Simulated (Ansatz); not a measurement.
## Electronic structure of C3H5FO2Si in real space

The calculation's input:

```
crystal:
  periodic: [false, false, false]
  atoms:
    - {symbol: C, position_ang: [-2.549623, 0.002629, -0.996252]}
    - {symbol: C, position_ang: [-1.609939, 0.640372, -2.020759]}
    - {symbol: C, position_ang: [-1.701478, 1.870812, -1.094684]}
    - {symbol: F, position_ang: [0.853616, 3.136642, -1.111492]}
    - {symbol: O, position_ang: [-3.087914, -1.041011, -0.824534]}
    - {symbol: O, position_ang: [-2.611807, 1.121373, -0.201833]}
    - {symbol: Si, position_ang: [-0.173717, 2.374708, -0.100424]}
    - {symbol: H, position_ang: [-2.046010, 0.751509, -3.023428]}
    - {symbol: H, position_ang: [-0.633981, 0.138716, -2.100025]}
    - {symbol: H, position_ang: [-2.235452, 2.726668, -1.536855]}
    - {symbol: H, position_ang: [-0.543319, 3.308621, 0.991051]}
    - {symbol: H, position_ang: [0.482443, 1.143276, 0.408002]}
basis:
  gaussian:
    orbitals: def2-SVPD
magnetization:
  spin_polarized: false
hamiltonian:
  xc: pbe0
output:
  forces: true
  orbitals: {seedname: orbitals}
```

Launched as:

```sh
ansatz run input.yaml --threads 2 --pin off --max-ram 4350MiB --events-out events.jsonl --progress --plain --runs-dir runs
```

Geometry: B3LYP-D3(BJ)/def2-SVP.

Method: Ansatz 0.2.0, isolated molecule in a Gaussian basis; Kohn-Sham density functional theory, functional PBE0.

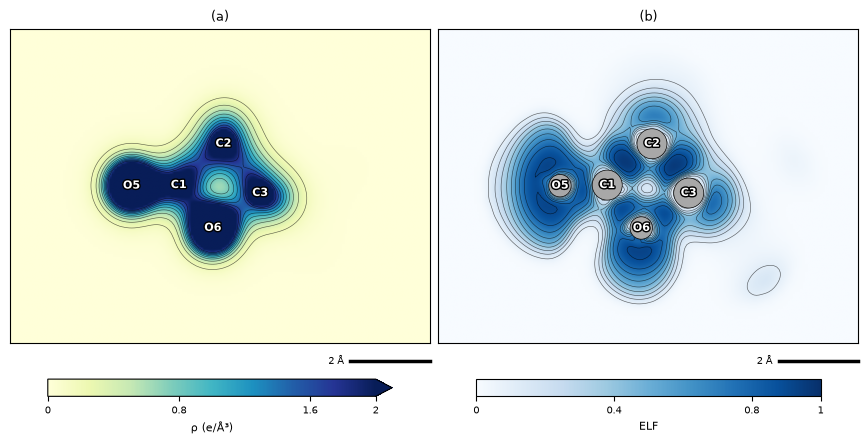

Figure 1. (a) electron density; (b) electron localisation function on the plane of atoms C2, C1 and O5. Grey discs cover the atomic cores in the ELF map.

Interpret the plot.

Answer. Atoms in the plane: C and O.
C–O (1.19 Å): the density is about 3.5 e/Å³ at the midpoint; the ELF peaks at about 0.85 between the atoms (a multiple bond).
C–C (1.53 Å): ρ at the midpoint is about 1.7 e/Å³; the ELF peaks at about 0.95 between the atoms; a shared electron pair.
C–O (1.37 Å): the density is about 2.3 e/Å³ at the midpoint, with its minimum of 2 e/Å³ about 0.5 Å from C; the ELF peaks at about 0.90 between the atoms: a polar covalent bond.
The ELF also peaks beside O6 and O5, away from the bonds: lone-pair regions.

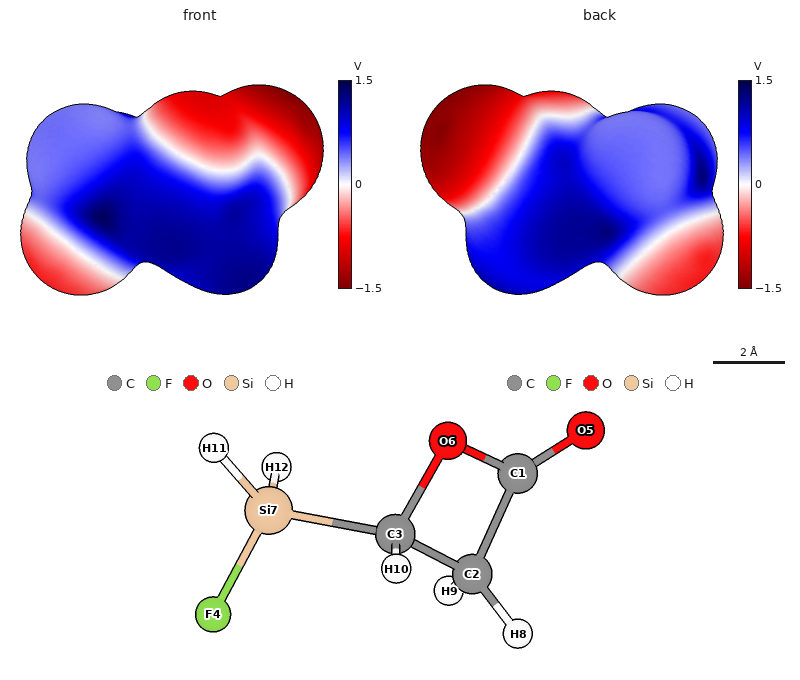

Figure 2. The molecular electrostatic potential painted on the density surface at 0.001 e/bohr³, seen from the front and from behind; the colour scale runs from red (negative) to blue (positive). The bare structure is drawn below in the same view.

Describe the electrostatic potential map.

Answer. The most negative region (about −1.4 V) lies over O5, the most positive (about +1.3 V) over Si7. O5 is the likeliest acceptor of a hydrogen bond.

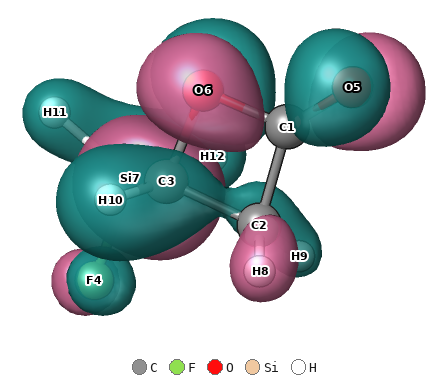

Figure 3. The HOMO−1 at ±0.08 Å⁻³ᐟ² (teal and pink are the two phases), seen at an oblique angle.

What is the character of this orbital?

Answer. By Hirshfeld shares it lies mainly on O6 (about 30 %), C3 (about 20 %), O5 (about 20 %) and Si7 (about 10 %). Its energy is −8.77 eV.

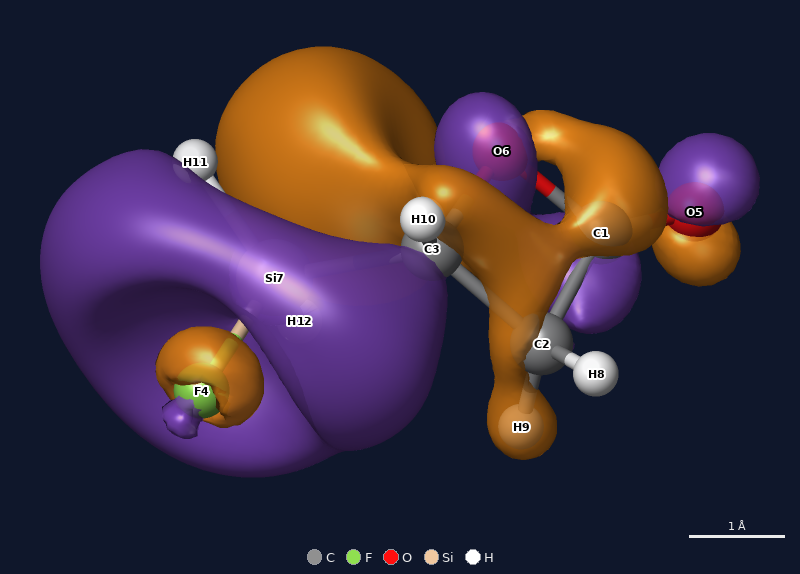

Figure 4. The LUMO at ±0.08 Å⁻³ᐟ² (orange and purple are the two phases), seen at a tilt.

Describe this orbital and give its energy.

Answer. By Hirshfeld shares it lies mainly on Si7 (about 45 %), C3 (about 10 %), F4 (about 10 %) and O6 (about 5 %). Its energy is −0.56 eV.
